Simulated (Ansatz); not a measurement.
## LiF (Griceite): how G0W0 depends on its starting point

One-shot GW is not self-consistent; how far does the start matter for LiF (Griceite)?

Main program and level: Ansatz 0.2.0; G0W0 on several functionals, plane waves, PAW.

In doubt: masses and optical values from hybrid runs of this build are listed as unsure (step 4), which bears on the screening that GW takes from such a start.

## (1) The starting structure

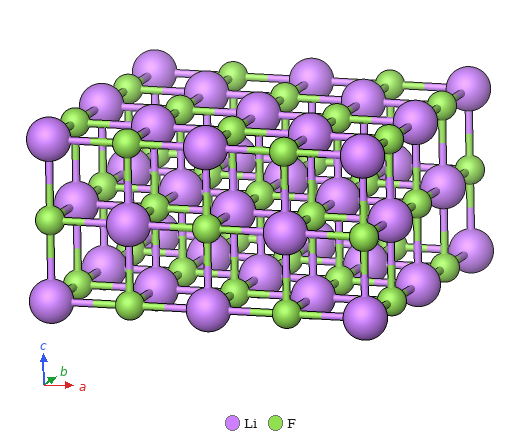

The starting structure, seen slightly off an axis (lithium purple, fluorine green). 2×2×1 cells are drawn. This picture shows the conventional cell, with its axes. Some periodic images of atoms are drawn too.

The cell and positions come from the Crystallography Open Database and are kept as given unless a step says otherwise.

## (2) G0W0 on LDA

G0W0 replaces the xc potential by the self-energy, built once from these orbitals. Only a window of levels is corrected, while the sums run over the empty bands that the input names. This step takes PAW set soft_1 files.

This step: G0W0 on LDA, plane waves, PAW; PAW set soft_1.

File input.yaml:

```yaml
crystal:
  lattice:
    - [0.0, 2.014, 2.014]
    - [2.014, 0.0, 2.014]
    - [2.014, 2.014, 0.0]
  atoms:
    - { symbol: Li, position: [0.0, 0.0, 0.0] }
    - { symbol: F, position: [0.5, 0.5, 0.5] }
kpoints:
  mp_grid: { grid: [6, 6, 6] }
hamiltonian:
  xc: lda
  pseudopotentials: { kind: paw, azcp: { folder: soft_1 }, xc_functional: pbe }
scf:
  occupations: { method: fixed }
gw:
  n_empty_bands: 48
  ecut_chi: 120
  qp_bands: [v2, c2]
  qp_kpoints: band_edges
  screening: { model: contour_deformation }
```

The run is started by

```bash
$ ansatz run input.yaml --threads 3 --pin off --max-ram 92160MiB --backend cuda --events-out ev --progress --plain --runs-dir out --devices 1 --max-vram 13GiB
```

Numbers of over 12 decimals in the logs are rounded to 6 here.

Log:

```text
GPUs: using 1 of 1 available (devices: 1).
Engine: ansatz 0.2.0, x86_64-unknown-linux-gnu
Pseudopotentials: kind: paw
Pseudopotential: Li, paw, valence charge 3, recommended cutoff 420 eV (normal), soft_1/Li.paw.azcp
Pseudopotential: F, paw, valence charge 7, recommended cutoff 420 eV (normal), soft_1/F.paw.azcp
Functional definition: SPW92
  exchange = slater_x
  correlation = pw_c
device memory: the entry about to start is reckoned to put 0.4 GiB on a device that reports 45.4 GiB free (of which the cap on the GPU budget leaves the run 13.0 GiB)
GPU FFT provider: cuFFT
GPU libraries: cuBLAS 13.8.2, cuFFT 12.4.0, cuSOLVER 12.3.4
Crystal: 2 atoms, lattice volume = 16.338 Å³
Basis set: ecut = 420 eV, 331 PW (Γ)
Bands: 9, of which v1, the nominal top of the filled ones, is band 5 counted from 1 (4 counted from 0)
Symmetry: 48 space group operations
Space group: Fm-3m (ITA 225), of the structure as read, at distance tolerance 2.5e-5 Å
k-points: 16 of 216
Non-local potential: Li, projectors of the file, l = 0: 3, l = 1: 2, l = 2: 1
Non-local potential: F, projectors of the file, l = 0: 2, l = 1: 2, l = 2: 1
PAW form: soft (Blöchl's): semilocal exchange-correlation on the pseudo side does not see the compensation charge
PAW frozen core: F, regenerated for the run's functional, and the local potential with it (the file was generated under x = pbe(κ = 0.804, μ = 0.219515), c = pbe(β = 0.066725))
PAW one-centre angular grid: Li, 110 points (default); XC on 64 Gauss nodes
PAW one-centre angular grid: F, 110 points (default); XC on 64 Gauss nodes
Initial density: superposition of atomic densities (chi_scale 0.1, normalization cell, long waves kept (reshape's long-wave potential 0.00 eV rms))
Initial wavefunctions: pseudopotential atomic-orbital guess
GPU buffer pool allocated for 8000 grid points (all kernels)
GPU transforms: local potential and band sums: pruned to the plane-wave sphere, on 18×20×20
Functional: x = slater, c = lda
SCF iter   1: F=—  HF=-998.658608 eV  |F-HF|=—  |Δ(HF+E_count)|=         —  Δρ=6.37e-2  dr2=3.76e-1  ethr=3.10e-3  ⟨swp⟩=4.0  Hψ=818  notcnv=0  defer=28
preconditioner: auto → none  [insulator: Δε(μ)=8.157 eV  Ē_g=21.573 eV  n_scr=0 (ndim 8)  ℏωp=26.0 eV  f_vac=0.000  ε∞_Penn≈2.5]
SCF iter   2: F=—  HF=-998.670912 eV  |F-HF|=—  |Δ(HF+E_count)|=   1.23e-2  Δρ=3.42e-2  dr2=9.34e-2  ethr=3.10e-3  ⟨swp⟩=2.3  Hψ=323  notcnv=0  defer=26
SCF iter   3: F=—  HF=-998.671065 eV  |F-HF|=—  |Δ(HF+E_count)|=   1.53e-4  Δρ=1.43e-2  dr2=1.76e-2  ethr=9.34e-4  ⟨swp⟩=2.4  Hψ=226  notcnv=0  defer=27
SCF iter   4: F=—  HF=-998.671261 eV  |F-HF|=—  |Δ(HF+E_count)|=   1.96e-4  Δρ=6.62e-4  dr2=3.64e-5  ethr=1.76e-4  ⟨swp⟩=2.4  Hψ=209  notcnv=0  defer=30
SCF iter   5: F=—  HF=-998.671283 eV  |F-HF|=—  |Δ(HF+E_count)|=   2.20e-5  Δρ=3.06e-5  dr2=4.09e-8  ethr=1.00e-9  ⟨swp⟩=4.0  Hψ=727  notcnv=0
SCF iter   6: F=-998.671283 eV  HF=-998.671283 eV  |F-HF|=1.89e-9  |Δ(HF+E_count)|=   1.23e-7  Δρ=6.16e-6  dr2=3.98e-9  ethr=4.09e-10  ⟨swp⟩=3.3  Hψ=536  notcnv=0
SCF 1 converged in 6 iterations: F = -998.671283 eV  dr2 = 3.98e-9
  greatest PAW one-centre occupation: 1.000 electrons in one spin orbital (limit 2), on the Li atom at site 0 (counted from 0), in its partial waves of l = 0
device memory: the entry about to start is reckoned to put 0.4 GiB on a device that reports 45.5 GiB free (of which the cap on the GPU budget leaves the run 13.0 GiB)
NSCF: frozen V_eff on 16 k-points, pencils in batches of 32, up to order 36
the band table was solved once the SCF had ended and its energy, with any forces and stress, was formed, with the checks that follow a solve (931 applications of the Hamiltonian). They found nothing against the state; the energy, forces and stress were not computed again (output.eigenvalues in the input reference)
device memory: the entry about to start is reckoned to put 0.8 GiB on a device that reports 45.7 GiB free (of which the cap on the GPU budget leaves the run 13.0 GiB)
NSCF: frozen V_eff on 16 k-points
G₀W₀ screening: q 1/16
[... further progress lines ...]
device memory: the entry about to start is reckoned to put 0.2 GiB on a device that reports 45.4 GiB free (of which the cap on the GPU budget leaves the run 13.0 GiB)
NSCF: frozen V_eff on 1 k-points
device memory: the entry about to start is reckoned to put 0.2 GiB on a device that reports 44.6 GiB free (of which the cap on the GPU budget leaves the run 13.0 GiB)
NSCF: frozen V_eff on 1 k-points
SCF converged after 6 iterations
Free energy (F): -998.671283 eV
Harris-Foulkes:  -998.671283 eV  (|F-HF|=1.89e-9)
Internal energy: -998.671283 eV  (E = F + TS)
E sigma→0 (E₀):  -998.671283 eV
Fermi energy:    0.545218 eV
--- Per-component energies (eV) ---
  E_band       = -119.229020
  E_kinetic    = 214.255448
  E_local      = -651.735618  (includes V_loc(G=0)·N_el)
  E_nonlocal   = 70.152459
  E_hartree    = 224.384441
  E_xc         = -85.149552
  E_vxc        = -110.374969  (∫ρ·V_xc dr)
  E_paw        = -213.563057  (= ΣΔE_a)
  E_vpaw       = -90.295052  (= ΣTr[D̂ρ^β])
  E_aug_tail   = 0.001031  (compensation charges beyond the density's cutoff)
  E_ewald      = -557.129686
  E_core_change = 0.113252  (= ΣΔE_core)
  E_smearing   = -0.000000  (= −TS)
  E_closure    = -0.000000  (closes the sum)
  Σ components = -998.671283   (vs F -998.671283, Δ=0.00e0)
--- Band table (eV; the first three rows and the last of 16) ---
  k-point 0: bands = ["-39.1602", "-19.0316", "0.5452", "0.5452", "0.5452", "9.3861", "23.9885", "23.9885", "23.9885"]
  k-point 1: bands = ["-39.1430", "-18.9272", "-0.1940", "0.4852", "0.4852", "10.0814", "19.6511", "21.7741", "21.7741"]
  k-point 2: bands = ["-39.1085", "-18.7061", "-1.4585", "0.3708", "0.3708", "10.8949", "17.2344", "19.7319", "19.7319"]
  k-point 15: bands = ["-39.0728", "-18.3265", "-2.0954", "-1.0648", "-0.3187", "15.0308", "15.5668", "17.6040", "19.6516"]
--- G₀W₀: contour deformation, 5 samples at zero and on the imaginary axis and 4 off it, 216 q-points, 48 empty bands' worth ---
  eigenvalues of the whole cell's RPA ε∞ on this k-mesh (on a slab, of 1 + 4πα/V) = 2.0348, 2.0348, 2.0348; static W/v taken at q = 0 is 0.491448
  bands read: the sum over 53 bands ends inside a degenerate multiplet in 2 slots, whose members it reads at an even weight; the widest, k=0: bands 53 to 54 (counted from 1) at 1/2 each
  gw.qp_kpoints: band_edges: 12 of 16 stored k-points solved, in 1 pass; an edge of the gap read off the rows below is read off those points alone
    valence top: of the k-points left out ik 13 came nearest to being solved in a further pass, in band 5 (counted from 1, as in the quasiparticle table): it holds the edge there only if its correction is more favourable than any solved in that band by at least 0.529 eV; those differ by 0.167 eV
    conduction bottom: of the k-points left out ik 13 came nearest to being solved in a further pass, in band 6 (counted from 1, as in the quasiparticle table): it holds the edge there only if its correction is more favourable than any solved in that band by at least 3.613 eV; those differ by 0.945 eV
    ik  band        ε_KS         Σx   Σc(E_QP)       V_xc       Z   E_QP_lin       E_QP  E_QP is
     0     4      0.5452   -31.9286     5.3146   -24.2795  0.8141    -1.8318    -1.7891  root
     0     5      0.5452   -31.9286     5.3146   -24.2795  0.8141    -1.8318    -1.7891  root
     0     6      9.3861    -7.7854    -3.4776   -13.2510  0.8840    11.3922    11.3741  root
     0     7     23.9885    -3.1293    -4.8474   -10.8443  0.8493    26.9185    26.8561  root
     1     4      0.4852   -31.8646     5.3192   -24.1980  0.8140    -1.9056    -1.8622  root
     1     5      0.4852   -31.8646     5.3192   -24.1980  0.8140    -1.9056    -1.8622  root
     1     6     10.0814    -8.0488    -3.4673   -13.6346  0.8804    12.2212    12.1998  root
     1     7     19.6511    -3.9598    -4.2642   -10.6165  0.8609    22.1022    22.0437  root
     2     4      0.3708   -31.7547     5.3298   -24.0532  0.8137    -2.0456    -2.0009  root
     2     5      0.3708   -31.7547     5.3298   -24.0532  0.8137    -2.0456    -2.0009  root
     2     6     10.8949    -6.4415    -3.5785   -12.2479  0.8832    13.1470    13.1228  root
     2     7     17.2344    -7.1736    -4.1144   -13.8976  0.8552    19.9064    19.8440  root
     3     4      0.3155   -31.7100     5.3352   -23.9942  0.8135    -2.1104    -2.0652  root
     3     5      0.3155   -31.7100     5.3352   -23.9942  0.8135    -2.1104    -2.0652  root
     3     6     10.9431    -4.9854    -3.6238   -10.8095  0.8886    13.1662    13.1433  root
     3     7     16.9257    -9.3116    -4.1626   -16.2643  0.8445    19.7913    19.7158  root
     4     4      0.2810   -31.5278     5.3126   -23.8330  0.8137    -2.1468    -2.1013  root
     4     5      0.2810   -31.5278     5.3126   -23.8330  0.8137    -2.1468    -2.1013  root
     4     6     10.4728    -8.5653    -3.4426   -14.1951  0.8773    12.6833    12.6599  root
     4     7     20.6202    -2.4010    -4.1773    -8.5388  0.8609    22.6212    22.5807  root
     5     4      0.0518   -31.1002     5.2831   -23.4024  0.8137    -2.4104    -2.3629  root
     5     5      0.0926   -31.2809     5.3162   -23.5506  0.8133    -2.3691    -2.3215  root
     5     6     11.6292    -8.2332    -3.5292   -14.1276  0.8741    14.0239    13.9944  root
     5     7     17.3990    -4.9204    -4.0350   -11.3817  0.8673    19.8727    19.8252  root
[...]
12     4     -0.4821   -30.4667     5.3145   -22.6513  0.8120    -3.0370    -2.9830  root
    12     5     -0.4821   -30.4667     5.3145   -22.6513  0.8120    -3.0370    -2.9830  root
    12     6     14.9677    -9.6418    -3.8289   -16.4038  0.8528    17.9634    17.9008  root
    12     7     16.6046    -2.6628    -3.8041    -8.4387  0.8837    18.6005    18.5764  root
    14     4     -1.1764   -29.0883     5.2047   -21.3095  0.8117    -3.8112    -3.7506  root
    14     5     -0.0935   -31.1089     5.3269   -23.3244  0.8129    -2.6012    -2.5511  root
    14     6     13.7045    -6.7854    -3.7068   -13.0137  0.8730    16.2631    16.2260  root
    14     7     15.5172    -7.6990    -3.8648   -14.2884  0.8609    18.2943    18.2417  root
```

It took 12 s on 1 × NVIDIA H100 80GB HBM3 (shared by 6 runs) with 3 threads of AMD EPYC 7R13 (Zen 3), shared host; peak memory 0.97 GiB; 8.8 s of CPU time.

Numbers from this step:

| Item | Value |
| --- | --- |
| bands summed | 53 |
| RPA ε∞ on this mesh (eigenvalues) | 2.035, 2.035, 2.035 |
| plane waves in the screening matrix | 59 |
| q-points in the mesh | 216 |
| G0W0 gap on the mesh | 13.16 eV |
| k of the valence top | 0, 0, 0 |
| k of the conduction bottom | 0, 0, 0 |
| starting gap on the mesh | 8.841 eV |
| Z at the valence top | 0.8141 |
| Z at the conduction bottom | 0.8840 |
| least direct G0W0 gap on the computed points | 13.16 eV |

The gap on the mesh goes from 8.84 eV to 13.16 eV, a correction of +4.32 eV. Between the two edge states, bare exchange in place of the xc potential would open the gap by 13.11 eV, and correlation takes back 8.79 eV.

## (3) G0W0 on PBE

The same correction from a different start measures what one shot leaves open.

This step: G0W0 on PBE, plane waves, PAW; PAW set soft_1.

input.yaml, as its differences from that of step 2:

```diff
@@ -11,4 +11,4 @@
 hamiltonian:
-  xc: lda
-  pseudopotentials: { kind: paw, azcp: { folder: soft_1 }, xc_functional: pbe }
+  xc: pbe
+  pseudopotentials: { kind: paw, azcp: { folder: soft_1 } }
 scf:
```

Log:

```text
GPUs: using 1 of 1 available (devices: 1).
[...]
GPU FFT provider: cuFFT
GPU libraries: cuBLAS 13.8.2, cuFFT 12.4.0, cuSOLVER 12.3.4
Crystal: 2 atoms, lattice volume = 16.338 Å³
Basis set: ecut = 420 eV, 331 PW (Γ)
Bands: 9, of which v1, the nominal top of the filled ones, is band 5 counted from 1 (4 counted from 0)
[... 1 set-up line as in the run before ...]
[...]
k-points: 16 of 216
[...]
GPU buffer pool allocated for 8000 grid points (all kernels)
[...]
SCF iter   1: F=—  HF=-1016.037709 eV  |F-HF|=—  |Δ(HF+E_count)|=         —  Δρ=5.95e-2  dr2=3.05e-1  ethr=3.10e-3  ⟨swp⟩=4.0  Hψ=808  notcnv=0  defer=28
[...]
SCF iter   6: F=-1016.173327 eV  HF=-1016.173327 eV  |F-HF|=1.87e-8  |Δ(HF+E_count)|=   2.16e-6  Δρ=1.28e-5  dr2=1.58e-8  ethr=1.00e-9  ⟨swp⟩=3.1  Hψ=640  notcnv=0
SCF 1 converged in 6 iterations: F = -1016.173327 eV  dr2 = 1.58e-8
[...]
NSCF: frozen V_eff on 16 k-points, pencils in batches of 32, up to order 36
[...]
NSCF: frozen V_eff on 16 k-points
G₀W₀ screening: q 1/16
[... further progress lines ...]
[...]
SCF converged after 6 iterations
Free energy (F): -1016.173327 eV
[...]
Internal energy: -1016.173327 eV  (E = F + TS)
E sigma→0 (E₀):  -1016.173327 eV
Fermi energy:    0.961670 eV
[...]
--- Band table (eV; the first three rows and the last of 16) ---
[...]
0     4      0.9617   -32.0235     5.2729   -24.2164  0.8191    -1.6212    -1.5725  root
     0     5      0.9617   -32.0235     5.2729   -24.2164  0.8191    -1.6212    -1.5725  root
     0     6     10.0566    -7.5551    -3.3534   -12.4808  0.8883    11.6394    11.6289  root
     0     7     24.9214    -3.0721    -4.5677    -9.9156  0.8552    27.2192    27.1972  root
     1     4      0.9031   -31.9612     5.2778   -24.1339  0.8190    -1.6959    -1.6464  root
     1     5      0.9031   -31.9612     5.2778   -24.1339  0.8190    -1.6959    -1.6464  root
     1     6     10.7732    -7.8378    -3.3371   -12.8677  0.8848    12.4785    12.4659  root
     1     7     20.5107    -3.8717    -4.0330    -9.7158  0.8658    22.3507    22.3218  root
[...]
14     4     -0.6976   -29.3025     5.1929   -21.2520  0.8170    -3.6275    -3.5553  root
    14     5      0.3380   -31.2220     5.2897   -23.2516  0.8180    -2.4004    -2.3426  root
    14     6     14.5213    -6.5906    -3.5402   -12.1188  0.8776    16.5305    16.5094  root
    14     7     16.3508    -7.5207    -3.6745   -13.4076  0.8658    18.5947    18.5632  root
```

Elapsed: 9.1 s, on 1 × NVIDIA H100 80GB HBM3 (shared by 6 runs) with 3 threads; peak memory 0.98 GiB.

Numbers from this step:

```yaml
bands_summed: 53
rpa_eps_infinity_on_this_mesh_eigenvalues: 1.977, 1.977, 1.977
plane_waves_in_the_screening_matrix: 59
q_points_in_the_mesh: 216
g0w0_gap_on_the_mesh: 13.20 eV
k_of_the_valence_top: 0, 0, 0
k_of_the_conduction_bottom: 0, 0, 0
starting_gap_on_the_mesh: 9.095 eV
z_at_the_valence_top: 0.8191
z_at_the_conduction_bottom: 0.8883
least_direct_g0w0_gap_on_the_computed_points: 13.20 eV
```

Against the run with 6×6×6 mesh, 48 empty bands, screening to 120 eV, PAW set soft_1 files on LDA, the gap moves by +0.04 eV, while the start moved by +0.25 eV.

## (4) G0W0 on HSE06

This step: G0W0 on HSE06, plane waves, PAW; PAW set soft_1.

input.yaml, as its differences from that of step 3:

```diff
@@ -11,3 +11,3 @@
 hamiltonian:
-  xc: pbe
+  xc: hse06
   pseudopotentials: { kind: paw, azcp: { folder: soft_1 } }
```

Log:

```text
GPUs: using 1 of 1 available (devices: 1).
[...]
davidson cushion auto → on  (no smearing: the cushion is to keep the highest requested band from converging to the state above it; pin scf.eigensolver.cushion to override)
[...]
GPU FFT provider: cuFFT
GPU libraries: cuBLAS 13.8.2, cuFFT 12.4.0, cuSOLVER 12.3.4
Crystal: 2 atoms, lattice volume = 16.338 Å³
Basis set: ecut = 420 eV, 331 PW (Γ)
[...]
1     6     11.3866    -7.4359    -3.0661   -11.9484  0.9046    12.8394    12.8330  root
     1     7     21.2929    -3.6962    -3.5683    -8.7339  0.8942    22.7734    22.7622  root
[...]
15     4     -2.3818   -29.7785     4.4997   -23.5749  0.8455    -4.1022    -4.0856  root
    15     5     -1.6570   -31.0018     4.5672   -24.8383  0.8460    -3.2671    -3.2533  root
    15     6     16.6970    -8.1027    -3.2309   -13.2706  0.8870    18.6498    18.6341  root
    15     7     17.1395    -5.6081    -3.2555   -10.4728  0.8969    18.7587    18.7487  root
[key lines of the parts left out:]
Free energy (F): -1016.119731 eV
Fermi energy:    -0.757008 eV
```

Wall time 21 s (1 × NVIDIA H100 80GB HBM3 (shared by 6 runs) with 3 threads); peak memory 1.1 GiB; 22 s of CPU time.

Numbers from this step:

- bands summed: 53
- RPA ε∞ on this mesh (eigenvalues): 1.804, 1.804, 1.804
- plane waves in the screening matrix: 59
- G0W0 gap on the mesh: 14.18 eV
- k of the valence top: 0, 0, 0
- k of the conduction bottom: 0, 0, 0
- starting gap on the mesh: 11.40 eV
- least direct G0W0 gap on the computed points: 14.18 eV

Against the run with 6×6×6 mesh, 48 empty bands, screening to 120 eV, PAW set soft_1 files on PBE, the gap moves by +0.98 eV, while the start moved by +2.31 eV.

## (5) Side by side

All on the 6×6×6 mesh with 48 empty bands and screening to 120 eV. Times are wall times on 1 × NVIDIA H100 80GB HBM3 (shared by 6 runs) with 3 threads of AMD EPYC 7R13 (Zen 3), shared host, good to a factor of about two.

| start | starting gap (eV) | shift (eV) | G0W0 gap (eV) | RPA ε∞ (harmonic mean) | Z (valence, conduction) | time |
| --- | --- | --- | --- | --- | --- | --- |
| LDA | 8.84 | +4.32 | 13.16 | 2.03 | 0.81, 0.88 | 12 s |
| PBE | 9.09 | +4.11 | 13.20 | 1.98 | 0.82, 0.89 | 9.1 s |
| HSE06 | 11.40 | +2.78 | 14.18 | 1.80 | 0.85, 0.91 | 21 s |

How the two edges are built up, in eV (the quasiparticle level is the starting level plus Σx plus Σc less Vxc):

```csv
run,edge,start,Σx,Σc,Vxc,Z,QP
LDA,valence top,0.55,-31.93,5.31,-24.28,0.81,-1.79
LDA,conduction bottom,9.39,-7.79,-3.48,-13.25,0.88,11.37
PBE,valence top,0.96,-32.02,5.27,-24.22,0.82,-1.57
PBE,conduction bottom,10.06,-7.56,-3.35,-12.48,0.89,11.63
HSE06,valence top,-0.76,-32.03,4.58,-26.03,0.85,-2.19
HSE06,conduction bottom,10.64,-7.23,-3.08,-11.66,0.91,12.00
```

For a hybrid start, Vxc holds its share of exact exchange.

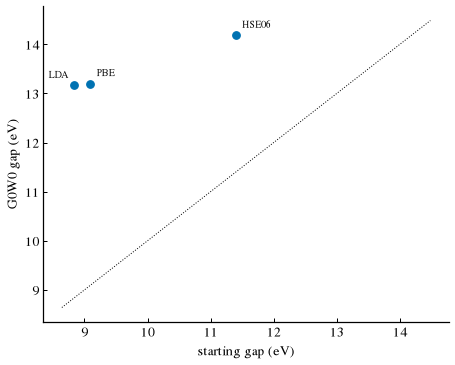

G0W0 gap against starting gap; on the dotted line the correction would vanish.

## (6) What came out

* G0W0@LDA: 13.16 eV (start 8.84 eV)
* G0W0@PBE: 13.20 eV (start 9.09 eV)
* G0W0@HSE06: 14.18 eV (start 11.40 eV)
* known limits: not at the basis limit

**Reading.** The starting gaps span 2.56 eV and the G0W0 gaps 1.02 eV. Between LDA and HSE06, 1.02 eV of the 2.56 eV survives, 40 %. HSE06 screens less than LDA (ε∞ 1.80 against 2.03). Of the 1.02 eV by which its G0W0 gap is higher, the correlation part gives +1.13 eV, and exchange with the one-particle terms, which follow the orbitals, −0.11 eV. The smallest correction, +2.78 eV, is on HSE06, the start nearest to reproducing itself. Bands and cutoff are finite, so the gap is not at the basis limit. The miss can reach some tenths of an eV and take either sign; the mesh is an error of its own.

[Paths, hosts, dates, memory and timing lines, banners, echoed tables and standing remarks are left out of the program output.]

[Logs are printed without paths, hosts, clocks, repeated set-up lines and the standing remarks that a program may print on its own settings, such as how far it seeks lower states.]

[Runs of the session that timed out or met a known fault of the program may be left out.]

[Cells called generated may have been cut or substituted from an entry of the Crystallography Open Database or the Materials Project.]

[Hosts, paths, dates, database ids (printed as entryN), source tags and the programs' standing remarks are cut or masked in the printed files.]
